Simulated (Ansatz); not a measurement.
C3H9Cl2NSi

Input file:

```
crystal:
  periodic: [false, false, false]
  atoms:
    - { symbol: Si, position_ang: [0.0, 0.0, 0.0] }
    - { symbol: "N", position_ang: [0.0, 0.0, 1.82] }
    - { symbol: C, position_ang: [-1.2162, -0.3762, 2.555] }
    - { symbol: H, position_ang: [-1.8642, -0.9999, 1.9045] }
    - { symbol: H, position_ang: [-0.9378, -0.9533, 3.4614] }
    - { symbol: H, position_ang: [-1.7663, 0.5401, 2.8549] }
    - { symbol: C, position_ang: [1.2162, 0.3762, 2.555] }
    - { symbol: H, position_ang: [1.4641, -0.4163, 3.2916] }
    - { symbol: H, position_ang: [2.0585, 0.4943, 1.8418] }
    - { symbol: H, position_ang: [1.0457, 1.3351, 3.0874] }
    - { symbol: Cl, position_ang: [2.0086, 0.0, -0.7093] }
    - { symbol: Cl, position_ang: [-1.0032, 1.7381, -0.7093] }
    - { symbol: C, position_ang: [-0.8808, -1.5259, -0.6227] }
    - { symbol: H, position_ang: [-1.3804, -2.0377, 0.2261] }
    - { symbol: H, position_ang: [-1.6409, -1.2332, -1.3768] }
    - { symbol: H, position_ang: [-0.1449, -2.2146, -1.0879] }
basis:
  gaussian: { orbitals: "6-31G" }
hamiltonian:
  xc: b3lyp
relax:
  f_tol: 0.02
  max_steps: 40
output:
  orbitals: {}
```

Run with:

```sh
ansatz run input.yaml --threads 2 --pin off --max-ram 3072MiB --backend cpu --events-out ev --progress --plain --runs-dir out
```

The fields are those of the run's last geometry, not of the input's.

Theory: RKS B3LYP/6-31G in Ansatz.

> What will maps of the electron density and electron localisation function show?

C–N (1.47 Å): ρ at the midpoint is about 1.7 e/Å³; the ELF peaks at about 0.90 between the atoms; localised, covalent bonding.
Si–N (1.74 Å): ρ is about 0.93 e/Å³ halfway; the ELF peaks at about 0.85 between the atoms: a shared but strongly polarised pair.
C–Si (1.89 Å): ρ at the midpoint is about 0.84 e/Å³; the ELF peaks at about 0.95 between the atoms; a shared electron pair.
C–H (1.09 Å): the density is about 1.9 e/Å³ at the midpoint; the ELF climbs to about 1 towards the hydrogen, as it does in any bond to H: an ordinary covalent bond to hydrogen.

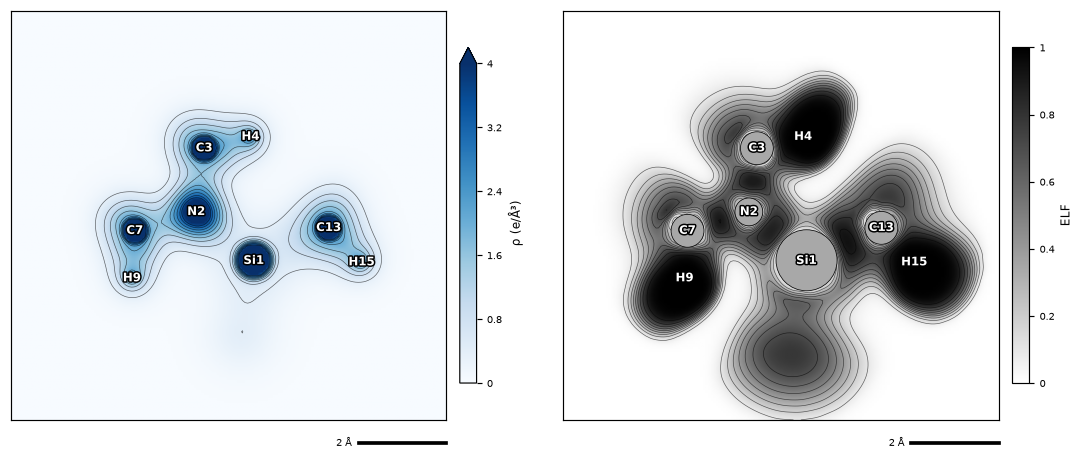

Computed electron density and electron localisation function on the plane of atoms C3, N2 and C7, in this order. Grey discs cover the atomic cores in the ELF map. 
